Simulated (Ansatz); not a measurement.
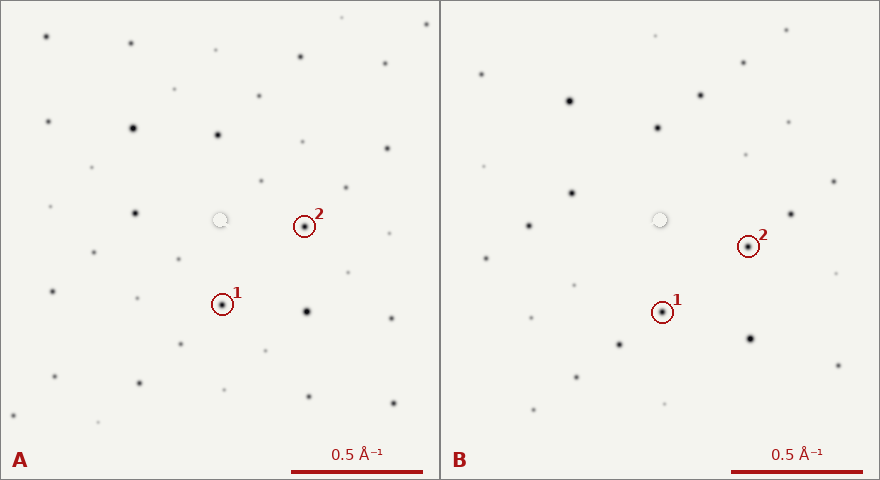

Kinematic electron diffraction patterns (200 kV, B = 0.5 Å², same scale) along [110] of the run's own cell, for the start and the end of one relaxation of Tl2Zn with DFT PBE, scalar-relativistic, plane waves, PAW in Ansatz. k mesh 6×6×10. The start is a generated model structure, and the relaxation ends in the nearest stationary point of its symmetry, not necessarily the ground state. Spot 1 is -1 1 1 and spot 2 is 1 -1 1 in both.

Start structure:

```yaml
crystal:
  lattice:
    - [6.42242, 0.00000, 0.00000]
    - [0.00000, 6.58267, 0.00000]
    - [0.00000, 0.00000, 4.14233]
  atoms:
    - { symbol: Zn, position: [0.50000, 0.50000, 0.50000] }
    - { symbol: Zn, position: [0.00000, 0.00000, 0.00000] }
    - { symbol: Tl, position: [0.88309, 0.27390, 0.50000] }
    - { symbol: Tl, position: [0.61691, 0.77390, 0.00000] }
    - { symbol: Tl, position: [0.11691, 0.72610, 0.50000] }
    - { symbol: Tl, position: [0.38309, 0.22610, 0.00000] }
```

Question: Which pattern belongs to the start structure, and which to the relaxed one?

Answer: A is the start: its cell gives d(1) = 3.077 Å, d(2) = 3.077 Å and an angle of 84.0°. B is the relaxed structure, with d(1) = 2.841 Å (-7.7 %), d(2) = 2.841 Å (-7.7 %) and 71.7°.

Question: Name reflections whose intensity changes strongly on relaxation.

Answer: 1 -1 0 fades out of sight; 3 -3 0 comes into sight; 2 -2 -1 goes from 5.4 to 32 % of the strongest spot; 3 -3 -1 goes from 17 to 9.5 % of the strongest spot.

Question: What did the relaxation do to the structure and the energy?

Answer: The volume changed by -4.8 % to 27.80 Å³ an atom; with the mean shift removed, the atoms moved by up to 0.23 Å relative to the cell (Tl most); the space group stayed Pnnm (No. 58); the free energy fell by 31 meV an atom. Relaxed cell: a = 6.425 Å, b = 7.408 Å, c = 3.504 Å, α = 90.00°, β = 90.00°, γ = 90.00°.
